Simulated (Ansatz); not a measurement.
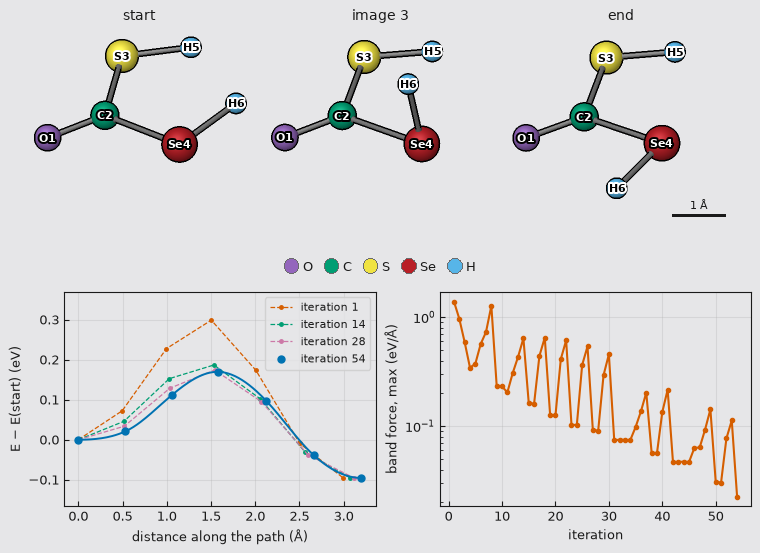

A search for the minimum-energy path of CH2OSSe by the nudged elastic band. Images are numbered from 0 (start) to 6 (end). The plot follows the band through its iterations. The picture is a ball-and-stick view, seen from a free direction.

Method: RKS PBE0-D4/def2-SVP (Ansatz). Settings: 5 movable images; climbing image; force threshold 0.03 eV/Å; iteration limit 60; optimiser L-BFGS; largest step 0.02 Å; starting path by image-dependent pair potential.

How did the profile develop, and is the result final?

Answer. The run is converged, with reservations. The band converged in 54 iterations. The largest component of the band force went from 1.4 to 0.023 eV/Å. The climbing image converged on the top of the path. Its curvatures weren't checked. The step length is far from the usual. The first iteration put the highest image at 0.299 eV. The highest point, image 3, lies 0.170 eV above the start and 0.265 eV above the end; the end is at −0.095 eV relative to the start.
